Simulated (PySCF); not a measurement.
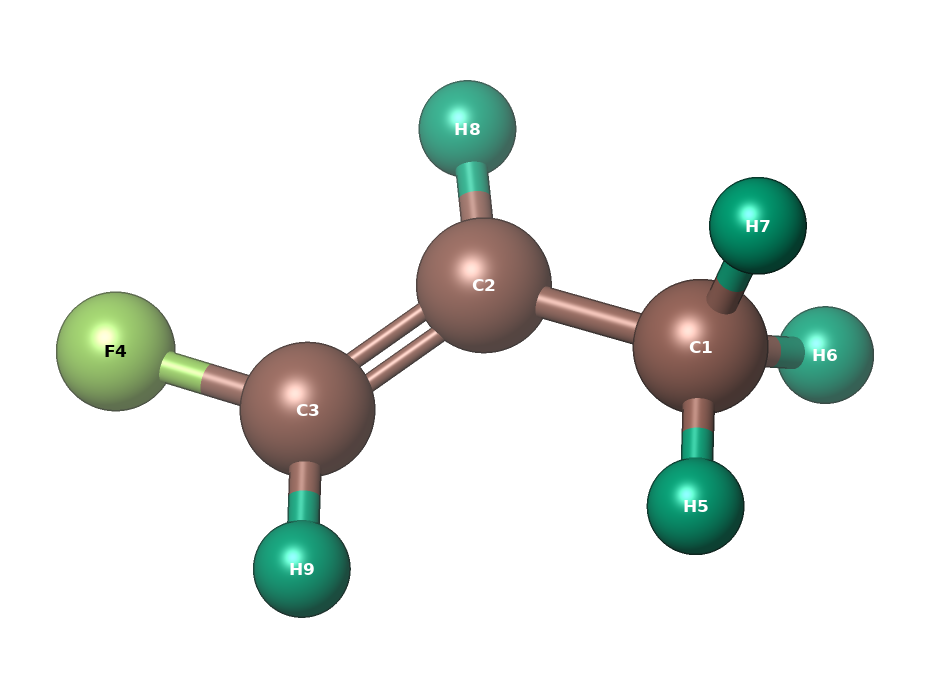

Depth is shown by fading: the farther an atom, the more it takes the colour of the background. Computed geometry: PBE0-D3(BJ)/def2-SVP optimisation. No frequency run is at hand to confirm it as a minimum.

Question: Which atoms or bonds are stereogenic?

Answer: Double bonds: C2=C3.

Question: What are the Cahn–Ingold–Prelog descriptors?

Answer: C2=C3: E.

Question: Give a SMILES with the stereochemistry.

Answer: C/C=C/F
